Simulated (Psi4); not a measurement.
# UBP86/6-31G(d) (Cholesky decomposition, spherical functions, cholesky tolerance 0.001, sweep point 6) run of SF (Monosulfur monofluoride)

What is the vertical electron affinity of SF (Monosulfur monofluoride) at UBP86/6-31G* (Cholesky decomposition, spherical functions, cholesky tolerance 0.001, sweep point 6)? 

Program for the calculation: Psi4 1.11.

### Step 1. Starting point

The species is SF (2 atoms), meant as a doublet with charge 0. As SMILES, `F[S]`. The coordinates come from a GFN2-xTB relaxation.

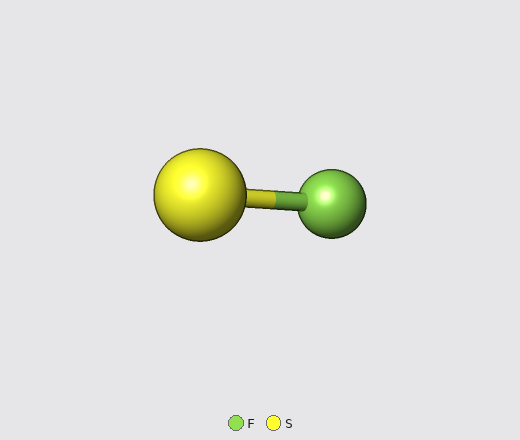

The structure, seen from a chosen angle (fluorine green, sulfur yellow).

### Step 2. The energy at UBP86/6-31G(d) (Cholesky decomposition, spherical functions, cholesky tolerance 0.001, sweep point 6)

The input, fs.inp:

```
memory 1600 MB

molecule {
  0 2
  F      0.000000     0.000000     0.000000
  S      0.000000     0.000000     1.626530
  units angstrom
  symmetry c1
}

set basis 6-31G*
set reference uks
set puream true
set scf_type cd
set dft_radial_points 99
set dft_spherical_points 590
set cholesky_tolerance 0.001
set maxiter 150

e_tot, wfn = energy("bp86", return_wfn=True)
```

The run is started by

```console
$ psi4 -i fs.inp -o fs.out -n 1
```

fs.out, shortened:

```text
[...]
  Running in c1 symmetry.
[...]
  Nuclear repulsion =   46.849131793744959
[...]
  Multiplicity = 2
[...]
  Nalpha       = 13
  Nbeta        = 12
[...]
    Number of basis functions: 32
[...]
   @UKS iter   1:  -497.95394607171397   -1.90943e-01   6.75345e-03 DIIS/ADIIS
[...]
   @UKS iter   8:  -497.97319127763359    1.32104e-08   6.75277e-07 DIIS
[...]
   @S^2 Observed:                7.515619369E-01
[...]
    Orbital Energies [Eh]
    ---------------------
    Alpha Occupied:
       1A    -88.185300     2A    -24.339949     3A     -7.756881
       4A     -5.783865     5A     -5.781480     6A     -5.763499
       7A     -1.131109     8A     -0.658506     9A     -0.450088
      10A     -0.423713    11A     -0.403109    12A     -0.260765
      13A     -0.222153
    Alpha Virtual:
      14A     -0.098259    15A      0.224376    16A      0.292380
      17A      0.314838    18A      0.319341    19A      0.597345
      20A      0.632411    21A      0.650793    22A      0.652331
      23A      0.805250    24A      1.163077    25A      1.170275
[...]
  @UKS Final Energy:  -497.97319127763359
   => Energetics <=
    Nuclear Repulsion Energy =             46.8491317937449594
    One-Electron Energy =                -781.9956318375026285
    Two-Electron Energy =                 273.3168605808173197
    DFT Exchange-Correlation Energy =     -36.1435518146932182
    Empirical Dispersion Energy =           0.0000000000000000
    VV10 Nonlocal Energy =                  0.0000000000000000
    Total Energy =                       -497.9731912776335889
[...]
 Multipole Moments:
 ------------------------------------------------------------------------------------
     Multipole            Electronic (a.u.)      Nuclear  (a.u.)        Total (a.u.)
 ------------------------------------------------------------------------------------
 L = 1.  Multiply by 2.5417464519 to convert [e a0] to [Debye]
 Dipole X            :         -0.0000000            0.0000000           -0.0000000
 Dipole Y            :         -0.0000000            0.0000000           -0.0000000
 Dipole Z            :         -0.7097220            0.9784726            0.2687506
 Magnitude           :                                                    0.2687506
[...]
```

Run time: 3.6 s. Hardware: 1 thread of Intel Xeon Platinum 8488C (Sapphire Rapids), shared host; peak memory 0.3 GiB.

### Step 3. The singlet anion at the same level

The input, input.inp:

```
memory 1.6 GB

molecule {
  -1 1
  F      0.000000     0.000000     0.000000
  S      0.000000     0.000000     1.626530
  symmetry c1
}

set basis 6-31G*
set puream true
set scf_type cd
set dft_radial_points 99
set dft_spherical_points 590
set cholesky_tolerance 0.001

energy("bp86")
```

The run is started by

```console
$ psi4 -i input.inp -o input.out -n 1
```

input.out, shortened:

```text
[...]
  Running in c1 symmetry.
[...]
  Nuclear repulsion =   46.849131793744959
[...]
  Multiplicity = 1
[...]
  Nalpha       = 13
  Nbeta        = 13
[...]
    Number of basis functions: 32
[...]
   @RKS iter   1:  -497.92211774166327   -1.59114e-01   1.29626e-02 DIIS/ADIIS
[...]
   @RKS iter   8:  -498.02788688268146   -2.35974e-09   1.76812e-07 DIIS
[...]
    Orbital Energies [Eh]
    ---------------------
    Doubly Occupied:
       1A    -87.825468     2A    -24.005597     3A     -7.396777
       4A     -5.426933     5A     -5.409552     6A     -5.409514
       7A     -0.808831     8A     -0.316568     9A     -0.125909
      10A     -0.094416    11A     -0.094187    12A      0.094489
      13A      0.095640
[...]
  @RKS Final Energy:  -498.02788688268146
   => Energetics <=
    Nuclear Repulsion Energy =             46.8491317937449594
    One-Electron Energy =                -790.3723808285731138
    Two-Electron Energy =                 281.9689512134783627
    DFT Exchange-Correlation Energy =     -36.4735890613316585
    Empirical Dispersion Energy =           0.0000000000000000
    VV10 Nonlocal Energy =                  0.0000000000000000
    Total Energy =                       -498.0278868826814573
[...]
 Multipole Moments:
 ------------------------------------------------------------------------------------
     Multipole            Electronic (a.u.)      Nuclear  (a.u.)        Total (a.u.)
 ------------------------------------------------------------------------------------
 L = 1.  Multiply by 2.5417464519 to convert [e a0] to [Debye]
 Dipole X            :         -0.0000000            0.0000000           -0.0000000
 Dipole Y            :         -0.0000000            0.0000000           -0.0000000
 Dipole Z            :         -1.5073226            0.9784726           -0.5288500
 Magnitude           :                                                    0.5288500
[...]
```

Run time: 3.3 s. Hardware: 1 thread of Intel Xeon Platinum 8488C (Sapphire Rapids), shared host; peak memory 0.3 GiB.

### Step 4. Summary of results

At UBP86/6-31G* (Cholesky decomposition, spherical functions, cholesky tolerance 0.001, sweep point 6):

| quantity | value |
| --- | --- |
| doublet SF: total energy | -497.97319 Eh |
| doublet SF: dipole moment | 0.68 D |
| doublet SF: HOMO energy (highest over α and β) | -5.75 eV |
| doublet SF: LUMO energy (lowest over α and β) | -5.54 eV |
| doublet SF: ⟨S²⟩ | 0.752 |
| singlet anion: total energy | -498.02789 Eh |
| singlet anion: HOMO energy | 2.60 eV |
| singlet anion: LUMO energy | 5.85 eV |
| singlet anion: HOMO–LUMO gap (to an unbound level, set by the basis) | 3.25 eV |
| vertical electron affinity (to the singlet anion) | 1.488 eV |

In words: At fixed nuclei the extra electron is bound by 1.49 eV (34 kcal/mol). The basis has no diffuse functions, so the error can be as large as this value. The HOMO (singlet anion) lies at positive energy, 2.60 eV, as semi-local functionals often give for anions; only total energies tell whether the electron is bound.
